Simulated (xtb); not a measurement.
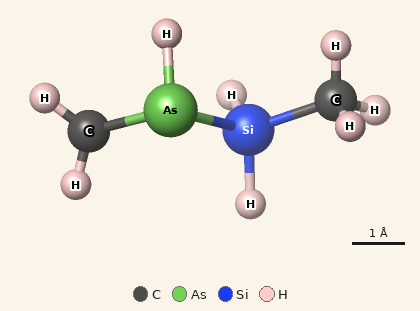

The structure as given in the input (ball-and-stick view, seen at a tilt).

## Frequency calculation of C₂H₈AsSi

The run: frequency calculation of C₂H₈AsSi, multiplicity 2, SMILES [CH2][AsH][SiH2]C. Method and program: GFN2-xTB (xtb 6.7.1).

The geometry was optimised with GFN2-xTB.

**Input file (geom.xyz)**
```
12

C     -0.614969     2.530685     0.518296
As     0.396608     1.059932     1.049802
Si    -0.448972    -0.564905    -0.429036
C      0.618258    -2.124211    -0.209769
H     -1.638711     2.594764     0.863825
H     -0.152750     3.492492     0.351189
H      1.618916     1.383388     0.235602
H     -1.839743    -0.866020    -0.047279
H     -0.456639    -0.171774    -1.847918
H      0.254981    -2.942475    -0.822985
H      0.610758    -2.456190     0.825513
H      1.652276    -1.935706    -0.487220
```

**File detailed.inp**
```
$chrg 0
$spin 1
$symmetry
   desy=0.0001
$end
```

Launched with:
```bash
xtb geom.xyz --input detailed.inp --hess --parallel 1 | tee out.txt
```

**What the program printed**
```
* xtb version 6.7.1
   ID    Z sym.   atoms
    1    6 C      1, 4
    2   33 As     2
    3   14 Si     3
    4    1 H      5-12

           -------------------------------------------------
          |                Calculation Setup                |
           -------------------------------------------------

          program call               : xtb geom.xyz --input detailed.inp --hess --parallel 1
          coordinate file            : geom.xyz
          omp threads                :                     1

           -------------------------------------------------
          |                 G F N 2 - x T B                 |
           -------------------------------------------------

      * Hamiltonian:
        H0-scaling (s, p, d)           1.850000    2.230000    2.230000
        zeta-weighting                 0.500000
      * Dispersion:
        s8                             2.700000
        a1                             0.520000
        a2                             5.000000
        s9                             5.000000
      * Repulsion:
        kExp                           1.500000    1.000000
        rExp                           1.000000
      * Coulomb:
        alpha                          2.000000
        third order                    shell-resolved
        anisotropic                    true
        a3                             3.000000
        a5                             4.000000
        cn-shift                       1.200000
        cn-exp                         4.000000
        max-rad                        5.000000

          ...................................................
          :                      SETUP                      :
          :.................................................:
          :  # basis functions                  36          :
          :  # atomic orbitals                  34          :
          :  # shells                           18          :
          :  # electrons                        25          :
          :  max. iterations                   250          :
          :  Hamiltonian                  GFN2-xTB          :
          :  restarted?                      false          :
          :  GBSA solvation                  false          :
          :  PC potential                    false          :
          :  electronic temp.          300.0000000     K    :
          :  accuracy                    1.0000000          :
          :  -> integral cutoff          0.2500000E+02      :
          :  -> integral neglect         0.1000000E-07      :
          :  -> SCF convergence          0.1000000E-05 Eh   :
          :  -> wf. convergence          0.1000000E-03 e    :
          :  Broyden damping             0.4000000          :
          :  net charge                          0          :
          :  unpaired electrons                  1          :
          ...................................................

 iter      E             dE          RMSdq      gap      omega  full diag
   1    -12.3693031 -0.123693E+02  0.811E+00    3.40       0.0  T
   2    -12.4660764 -0.967733E-01  0.401E+00    2.66       1.0  T
   3    -12.4998417 -0.337652E-01  0.280E+00    3.28       1.0  T
   4    -12.5049462 -0.510451E-02  0.825E-01    3.29       1.0  T
   5    -12.5049123  0.338558E-04  0.711E-01    3.20       1.0  T
   6    -12.5054374 -0.525063E-03  0.285E-01    3.26       1.0  T
   7    -12.5054830 -0.456654E-04  0.143E-01    3.17       1.0  T
   8    -12.5055930 -0.109969E-03  0.500E-02    3.21       1.0  T
   9    -12.5055917  0.129540E-05  0.346E-02    3.22       1.0  T
  10    -12.5055934 -0.170477E-05  0.130E-02    3.21       2.2  T
  11    -12.5055944 -0.950236E-06  0.345E-03    3.21       8.4  T
  12    -12.5055944  0.208646E-09  0.134E-03    3.21      21.5  T
  13    -12.5055944 -0.650534E-08  0.685E-04    3.21      42.2  T
  14    -12.5055944 -0.127188E-08  0.266E-04    3.21     108.4  T

   *** convergence criteria satisfied after 14 iterations ***

         #    Occupation            Energy/Eh            Energy/eV
      -------------------------------------------------------------
         1        2.0000           -0.7241885             -19.7062
       ...           ...                  ...                  ...
         7        2.0000           -0.4628064             -12.5936
         8        2.0000           -0.4327017             -11.7744
         9        2.0000           -0.4263327             -11.6011
        10        2.0000           -0.4168951             -11.3443
        11        2.0000           -0.3983231             -10.8389
        12        2.0000           -0.3798732             -10.3369
        13        1.0000           -0.3024096              -8.2290 (HOMO)
        14                         -0.1842838              -5.0146 (LUMO)
        15                         -0.1829462              -4.9782
        16                         -0.1623100              -4.4167
        17                         -0.1350986              -3.6762
        18                         -0.0924262              -2.5150
       ...                                ...                  ...
        34                          1.1690097              31.8104
      -------------------------------------------------------------
                  HL-Gap            0.1181257 Eh            3.2144 eV
             Fermi-level           -0.2922440 Eh           -7.9524 eV

 SCC (total)                   0 d,  0 h,  0 min,  0.014 sec
 SCC setup                      ...        0 min,  0.000 sec (  0.862%)
 Dispersion                     ...        0 min,  0.000 sec (  0.580%)
 classical contributions        ...        0 min,  0.000 sec (  0.172%)
 integral evaluation            ...        0 min,  0.002 sec ( 14.087%)
 iterations                     ...        0 min,  0.008 sec ( 57.063%)
 molecular gradient             ...        0 min,  0.004 sec ( 25.563%)
 printout                       ...        0 min,  0.000 sec (  1.557%)

         :::::::::::::::::::::::::::::::::::::::::::::::::::::
         ::                     SUMMARY                     ::
         :::::::::::::::::::::::::::::::::::::::::::::::::::::
         :: total energy             -12.367202881417 Eh    ::
         :: gradient norm              0.000022041492 Eh/a0 ::
         :: HOMO-LUMO gap              3.214365078103 eV    ::
         ::.................................................::
         :: SCC energy               -12.505588464052 Eh    ::
         :: -> isotropic ES            0.018855942750 Eh    ::
         :: -> anisotropic ES          0.002527496005 Eh    ::
         :: -> anisotropic XC          0.005842980734 Eh    ::
         :: -> dispersion             -0.007481888824 Eh    ::
         :: repulsion energy           0.138385582636 Eh    ::
         :: add. restraining           0.000000000000 Eh    ::
         :: total charge              -0.000000000000 e     ::
         :::::::::::::::::::::::::::::::::::::::::::::::::::::

           -------------------------------------------------
          |                Numerical Hessian                |
           -------------------------------------------------
step length          :   0.00500
SCC accuracy         :   0.30000
Hessian scale factor :   1.00000
frozen atoms in %    :   0.00000    0
RMS gradient         :   0.00002
estimated CPU  time      0.01 min

writing file <hessian>.

 projected vibrational frequencies (cm⁻¹)
eigval :       -0.00    -0.00    -0.00    -0.00     0.00     0.00
eigval :       37.44   100.26   113.01   164.12   197.97   331.78
eigval :      367.49   525.97   564.13   613.00   638.48   667.89
eigval :      716.69   740.22   787.66   818.52   824.45   863.45
eigval :     1363.65  1381.22  1480.36  1485.33  1879.92  2164.96
eigval :     2172.35  3021.39  3022.54  3025.87  3046.26  3054.06
           -------------------------------------------------
          |                Property Printout                |
           -------------------------------------------------

    * Orbital Energies and Occupations

         #    Occupation            Energy/Eh            Energy/eV
      -------------------------------------------------------------
         1        2.0000           -0.7241883             -19.7062
         2        2.0000           -0.5860655             -15.9477
         3        2.0000           -0.5654773             -15.3874
         4        2.0000           -0.5379272             -14.6377
         5        2.0000           -0.4739945             -12.8980
         6        2.0000           -0.4734725             -12.8838
         7        2.0000           -0.4628071             -12.5936
         8        2.0000           -0.4327014             -11.7744
         9        2.0000           -0.4263333             -11.6011
        10        2.0000           -0.4168951             -11.3443
        11        2.0000           -0.3983238             -10.8389
        12        2.0000           -0.3798741             -10.3369
        13        1.0000           -0.3024104              -8.2290 (HOMO)
        14                         -0.1842840              -5.0146 (LUMO)
        15                         -0.1829463              -4.9782
        16                         -0.1623102              -4.4167
        17                         -0.1350989              -3.6762
        18                         -0.0924262              -2.5150
        19                         -0.0618325              -1.6825
        20                         -0.0216041              -0.5879
        21                          0.0849617               2.3119
        22                          0.0931223               2.5340
        23                          0.1377710               3.7489
        24                          0.1717689               4.6741
       ...                                ...                  ...
        34                          1.1690088              31.8103
      -------------------------------------------------------------
                  HL-Gap            0.1181264 Eh            3.2144 eV
             Fermi-level           -0.2922448 Eh           -7.9524 eV

     #   Z          covCN         q      C6AA      α(0)
     1   6 C        2.776    -0.163    32.218     9.297
     2  33 As       2.819    -0.021   214.973    26.874
     3  14 Si       3.627     0.448    99.028    19.093
     4   6 C        3.649    -0.202    24.869     7.164
     5   1 H        0.926     0.023     2.695     2.567
     6   1 H        0.926     0.036     2.506     2.475
     7   1 H        0.971    -0.045     3.949     3.106
     8   1 H        0.915    -0.091     5.265     3.589
     9   1 H        0.916    -0.074     4.744     3.407
    10   1 H        0.925     0.024     2.676     2.558
    11   1 H        0.925     0.034     2.525     2.485
    12   1 H        0.925     0.032     2.558     2.501

 Mol. C6AA /au·bohr⁶  :       2453.942234
 Mol. C8AA /au·bohr⁸  :     101846.901532
 Mol. α(0) /au        :         85.114705

Wiberg/Mayer (AO) data.
largest (>0.10) Wiberg bond orders for each atom

 ---------------------------------------------------------------------------
     #   Z sym  total        # sym  WBO       # sym  WBO       # sym  WBO
 ---------------------------------------------------------------------------
     1   6 C    3.517 --     2 As   1.470     5 H    0.957     6 H    0.955
     2  33 As   3.514 --     1 C    1.470     7 H    0.955     3 Si   0.843
     3  14 Si   3.603 --     4 C    0.899     9 H    0.861     8 H    0.860
                             2 As   0.843
     4   6 C    3.978 --    10 H    0.993    12 H    0.984    11 H    0.983
                             3 Si   0.899
     5   1 H    0.999 --     1 C    0.957
     6   1 H    0.998 --     1 C    0.955
     7   1 H    0.998 --     2 As   0.955
     8   1 H    0.992 --     3 Si   0.860
     9   1 H    0.994 --     3 Si   0.861
    10   1 H    0.998 --     4 C    0.993
    11   1 H    0.999 --     4 C    0.983
    12   1 H    0.999 --     4 C    0.984
 ---------------------------------------------------------------------------
Molecule has no symmetry elements
It seems to be the C1 point group

Topologies differ in total number of bonds
Writing topology from bond orders to xtbtopo.mol

molecular dipole:
                 x           y           z       tot (Debye)
 q only:       -0.127      -0.497      -0.190
   full:        0.063      -0.391      -0.184       1.111
molecular quadrupole (traceless):
                xx          xy          yy          xz          yz          zz
 q only:        0.708       0.467      -2.208       0.112      -0.797       1.500
  q+dip:        0.809      -0.363      -0.441      -1.346      -1.366      -0.368
   full:        1.022      -0.088       0.109      -1.654      -0.700      -1.131

           -------------------------------------------------
          |               Frequency Printout                |
           -------------------------------------------------
 projected vibrational frequencies (cm⁻¹)
eigval :       -0.00    -0.00    -0.00    -0.00     0.00     0.00
eigval :       37.44   100.26   113.01   164.12   197.97   331.78
eigval :      367.49   525.97   564.13   613.00   638.48   667.89
eigval :      716.69   740.22   787.66   818.52   824.45   863.45
eigval :     1363.65  1381.22  1480.36  1485.33  1879.92  2164.96
eigval :     2172.35  3021.39  3022.54  3025.87  3046.26  3054.06
 reduced masses (amu)
   1: 21.69   2: 48.47   3: 41.07   4: 41.30   5: 19.79   6: 45.50   7: 14.51   8: 18.29
   9:  2.82  10: 20.38  11:  4.22  12: 37.10  13:  4.36  14:  1.71  15:  4.04  16:  4.55
  17:  3.17  18:  3.09  19: 16.48  20: 14.66  21:  3.30  22:  3.84  23:  4.31  24:  3.86
  25:  3.05  26:  2.10  27:  1.60  28:  1.60  29:  1.96  30:  2.07  31:  1.66  32:  1.52
  33:  1.92  34:  1.56  35:  1.72  36:  2.04
 IR intensities (km·mol⁻¹)
   1:  0.13   2:  0.07   3:  0.11   4:  0.05   5:  0.00   6:  0.02   7:  0.01   8:  0.60
   9:  0.27  10:  0.41  11:  3.18  12:  0.88  13: 36.41  14:  2.07  15: 42.36  16:161.71
  17:127.74  18:  7.87  19:  6.83  20: 89.06  21:202.86  22: 52.90  23:276.44  24: 63.77
  25: 11.29  26:  4.38  27:  0.30  28:  1.24  29:672.61  30:456.60  31:188.89  32: 51.66
  33: 27.69  34: 20.71  35: 20.20  36: 46.77
 Raman intensities (Ä⁴*amu⁻¹)
   1:  0.00   2:  0.00   3:  0.00   4:  0.00   5:  0.00   6:  0.00   7:  0.00   8:  0.00
   9:  0.00  10:  0.00  11:  0.00  12:  0.00  13:  0.00  14:  0.00  15:  0.00  16:  0.00
  17:  0.00  18:  0.00  19:  0.00  20:  0.00  21:  0.00  22:  0.00  23:  0.00  24:  0.00
  25:  0.00  26:  0.00  27:  0.00  28:  0.00  29:  0.00  30:  0.00  31:  0.00  32:  0.00
  33:  0.00  34:  0.00  35:  0.00  36:  0.00
 output can be read by thermo (or use thermo option).
 writing <g98.out> molden fake output.
 recommended (thermochemical) frequency scaling factor: 1.0
           -------------------------------------------------
          |             Thermodynamic Functions             |
           -------------------------------------------------

c1  symmetry found (for desy threshold:  0.10E-03) used in thermo

          ...................................................
          :                      SETUP                      :
          :.................................................:
          :  # frequencies                          30      :
          :  # imaginary freq.                       0      :
          :  linear?                             false      :
          :  only rotor calc.                    false      :
          :  symmetry                               c1      :
          :  rotational number                       1      :
          :  scaling factor                  1.0000000      :
          :  rotor cutoff                   50.0000000 cm⁻¹ :
          :  imag. cutoff                  -20.0000000 cm⁻¹ :
          :.................................................:

    mode    ω/cm⁻¹     T·S(HO)/kcal·mol⁻¹    T·S(FR)/kcal·mol⁻¹   T·S(vib)
   ------------------------------------------------------------------------
       1     37.44    -1.60707 ( 23.92%)    -1.14164 ( 76.08%)    -1.25297
       2    100.26    -1.02842 ( 94.17%)    -0.85023 (  5.83%)    -1.01804
       3    113.01    -0.95901 ( 96.31%)    -0.81478 (  3.69%)    -0.95369
       4    164.12    -0.74591 ( 99.15%)    -0.70431 (  0.85%)    -0.74555
       5    197.97    -0.64159 ( 99.59%)    -0.64878 (  0.41%)    -0.64162
   ------------------------------------------------------------------------

   temp. (K)  partition function   enthalpy   heat capacity  entropy
                                   cal/mol     cal/K/mol   cal/K/mol   J/K/mol
 298.15  VIB   259.                 3476.369     21.476     21.464
         ROT  0.182E+06              888.752      2.981     27.053
         INT  0.472E+08             4365.121     24.457     48.517
         TR   0.152E+28             1481.254      4.968     40.596
         TOT                        5846.3749    29.4252    89.1128   372.8478

       T/K    H(0)-H(T)+PV         H(T)/Eh          T*S/Eh         G(T)/Eh
   ------------------------------------------------------------------------
    298.15    0.931679E-02    0.917190E-01    0.423404E-01    0.493787E-01
   ------------------------------------------------------------------------

         :::::::::::::::::::::::::::::::::::::::::::::::::::::
         ::                  THERMODYNAMIC                  ::
         :::::::::::::::::::::::::::::::::::::::::::::::::::::
         :: total free energy         -12.317824190964 Eh   ::
         ::.................................................::
         :: total energy              -12.367202881450 Eh   ::
         :: zero point energy           0.082402251534 Eh   ::
         :: G(RRHO) w/o ZPVE           -0.033023561048 Eh   ::
         :: G(RRHO) contrib.            0.049378690485 Eh   ::
         :::::::::::::::::::::::::::::::::::::::::::::::::::::

           -------------------------------------------------
          | TOTAL ENERGY              -12.367202881450 Eh   |
          | TOTAL ENTHALPY            -12.275483838513 Eh   |
          | TOTAL FREE ENERGY         -12.317824190964 Eh   |
          | GRADIENT NORM               0.000021952847 Eh/α |
          | HOMO-LUMO GAP               3.214383217559 eV   |
           -------------------------------------------------

------------------------------------------------------------------------
------------------------------------------------------------------------
 total:
 *  cpu-time:     0 d,  0 h,  0 min,  0.564 sec
 * ratio c/w:     0.990 speedup
 SCF:
 *  cpu-time:     0 d,  0 h,  0 min,  0.014 sec
 * ratio c/w:     0.981 speedup
 analytical hessian:
 *  cpu-time:     0 d,  0 h,  0 min,  0.529 sec
 * ratio c/w:     0.990 speedup
```

**Standard error**
```
normal termination of xtb
```

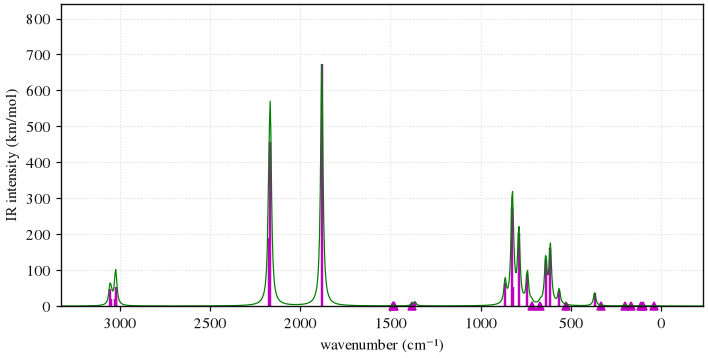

Harmonic infrared spectrum, unscaled: sticks (degenerate modes added up, dark ones marked on the axis) with a Lorentzian envelope of 16 cm⁻¹ full width, scaled to the tallest stick. 30 modes from 37 to 3054 cm⁻¹, none imaginary. The strongest line is at 1880 cm⁻¹ (673 km/mol).

**Key numbers**

```tsv
quantity	value
outcome	converged
electrons treated	25
total energy	−12.367203 hartree
dispersion energy	−0.007482 hartree
basis functions	36
zero-point energy	0.082402 hartree
dipole moment	1.11 D
wavenumbers, lowest and highest	37 and 3054 cm⁻¹
hardware	1 thread of Intel Xeon @ 2.70GHz, 189 GiB of memory available, shared host
wall time	0.6 s
peak memory	0.071 GiB
```

**Notes**

Settings chosen away from the usual ones: method = gfn2-xtb; task = frequencies; x = {"symmetry_threshold": 0.0001}; geo = {"prev": "A"}. The record of the run, not the program, notes: no spin polarisation: high-spin states lie too high.
